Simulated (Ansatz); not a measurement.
## Electronic structure of AlClH$_{2}$···NH$_{3}$···NH$_{3}$ in real space

Input

```
crystal:
  periodic: [false, false, false]
  atoms:
    - { symbol: Al, position_ang: [-1.5184, -0.7705, -0.9508] }
    - { symbol: Cl, position_ang: [0.2296, 0.6116, -2.2917] }
    - { symbol: H, position_ang: [-1.673, -2.1661, -1.5922] }
    - { symbol: H, position_ang: [-2.7378, 0.16, -0.8103] }
    - { symbol: H, position_ang: [0.5938, 0.1411, 0.8272] }
    - { symbol: "N", position_ang: [-0.3313, -0.824, 0.9446] }
    - { symbol: H, position_ang: [1.0645, 1.0473, -0.8098] }
    - { symbol: "N", position_ang: [1.436, 1.1207, 0.4671] }
    - { symbol: H, position_ang: [-0.8714, -0.6116, 1.7763] }
    - { symbol: H, position_ang: [0.1725, -1.6886, 1.1141] }
    - { symbol: H, position_ang: [2.426, 0.9395, 0.5143] }
    - { symbol: H, position_ang: [1.2095, 2.0407, 0.8112] }
basis:
  gaussian: { orbitals: def2-mTZVP }
hamiltonian:
  xc: pbe0
relax:
  f_tol: 0.15
  max_steps: 25
  restrain:
    - { distance: [0, 5], at: 3.22, k: 30.0 }
    - { distance: [4, 7], at: 2.32, k: 30.0 }
    - { distance: [6, 1], at: 2.63, k: 30.0 }
    - { distance: [0, 1], at: 2.23, k: 30.0 }
    - { distance: [4, 5], at: 1.02, k: 30.0 }
    - { distance: [6, 7], at: 1.02, k: 30.0 }
output:
  orbitals: {}
```

Run with:

```sh
ansatz run input.yaml --threads 2 --pin off --max-ram 3072MiB --backend cpu --events-out ev --progress --plain --runs-dir out
```

The fields are those of the run's last geometry, not of the input's.

Not at a stationary point (largest force 1.0 eV/Å).

Computed with Ansatz 0.2.0, RKS PBE0/def2-mTZVP.

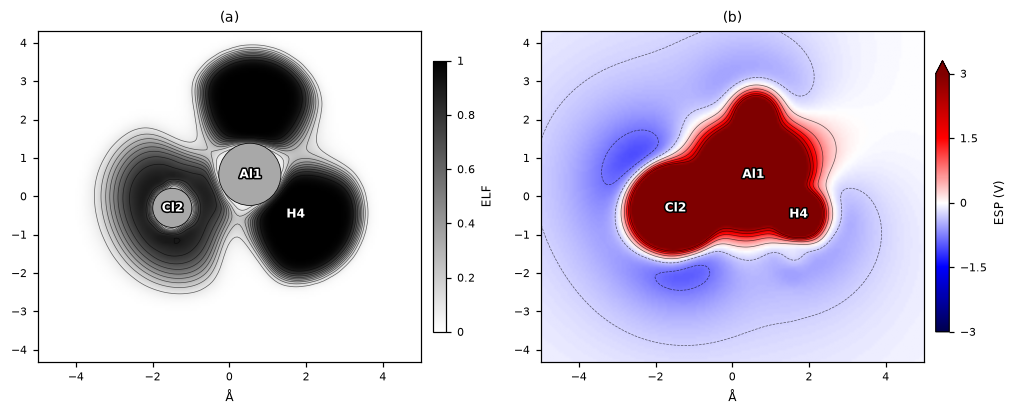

Figure 1. (a) ELF; (b) molecular electrostatic potential on the plane of atoms Cl2, Al1 and H4. Grey discs cover the atomic cores in the ELF map.

### What does the map show?

- The section cuts through Al, Cl and H sites.
- Al–Cl (2.20 Å): the ELF peaks at about 0.85 in the valence shell of Cl, 0.9 Å from its nucleus, and is about 0.85 at the midpoint.
- Al–H (1.58 Å): the ELF climbs to about 1 towards the hydrogen.
- The ELF also peaks beside Cl2, away from the bonds: lone-pair regions.
- Outside the dense part of the complex the potential is most negative (−1.0 V) near Cl2.

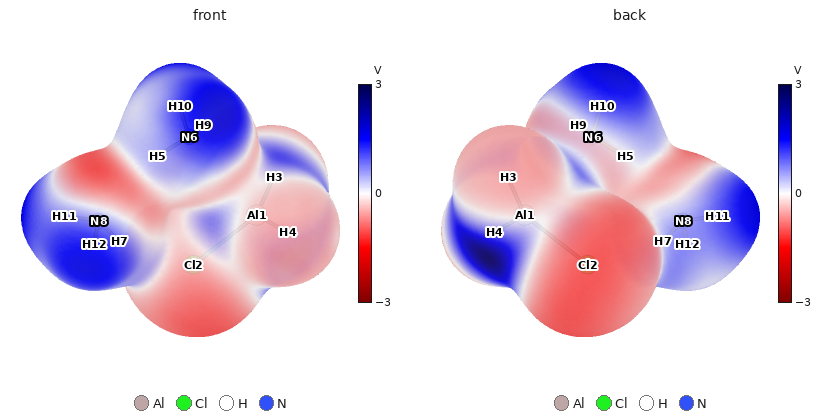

Figure 2. The electrostatic potential painted on the density surface at 0.002 e/bohr³, seen from the front and from behind; the colour scale runs from red (negative) to blue (positive).

### Describe the electrostatic potential map.

The most negative region (about −1.0 V, or −23 kcal/mol for a unit charge) lies over Cl2 and N8, the most positive (about +2.5 V, or +58 kcal/mol for a unit charge) over Al1.

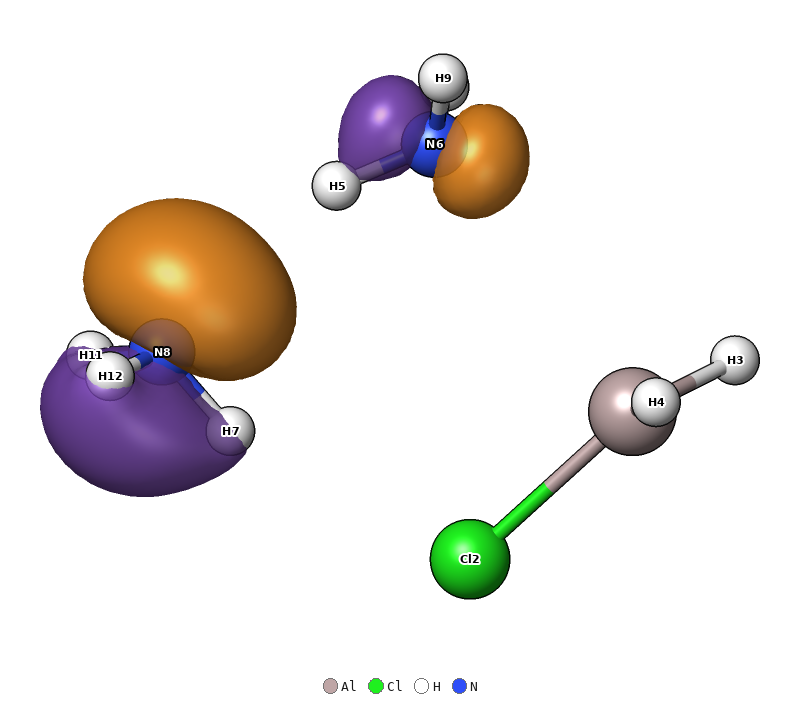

Figure 3. One frontier orbital at ±0.15 Å⁻³ᐟ² (orange and purple are the two phases), seen across its widest extent.

### Which orbital is it: HOMO or LUMO?

The HOMO, at −7.86 eV. Its weight (Hirshfeld) is mainly on N8 (about 70 %) and N6 (about 10 %); largely a lone pair of N8.

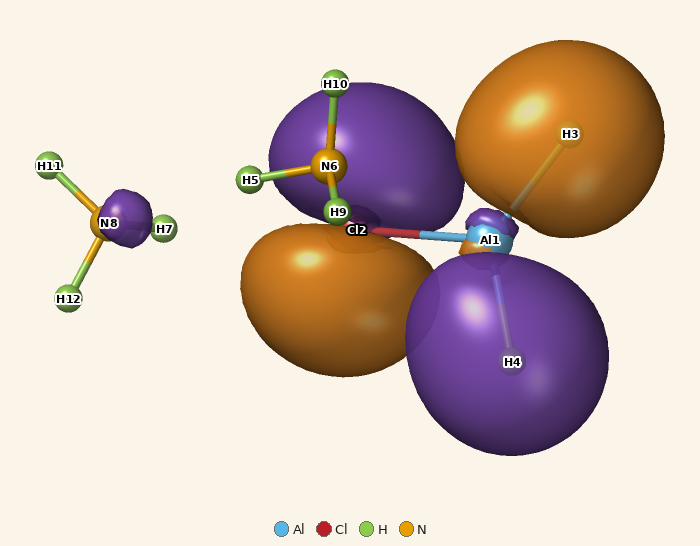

Figure 4. The HOMO−1 at ±0.08 Å⁻³ᐟ² (orange and purple are the two phases), seen from one side.

### Where does this orbital lie, and at what energy?

It lies mainly on Cl2 (about 45 %), Al1 (about 20 %), H4 (about 20 %) and H3 (about 15 %). Its energy is −8.13 eV.
